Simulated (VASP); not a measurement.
Band structure of TaSi (relaxed from the NiAs structure, space group P6_3/mmc). Level of theory: PBEsol GGA, VASP's PBE PAW potentials (set 64) (plane waves; VASP).

Unless said otherwise, spin-orbit coupling is left out, though it shifts the bands of the heavy elements here.

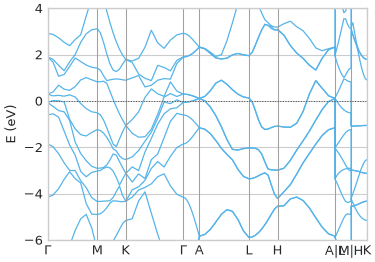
*Bands along high-symmetry lines, zero at the valence-band maximum or, without a gap, the Fermi level*

Question: Read the plot: is there a gap, and where are the band edges?

Answer: It has no gap at this level: it comes out as a metal or semimetal. (Edges off the drawn lines would not show.)

The structure was generated: TaSi was put into the NiAs type (P6_3/mmc), which need not be its known phase. It was relaxed first, which changed the volume by -28 %.
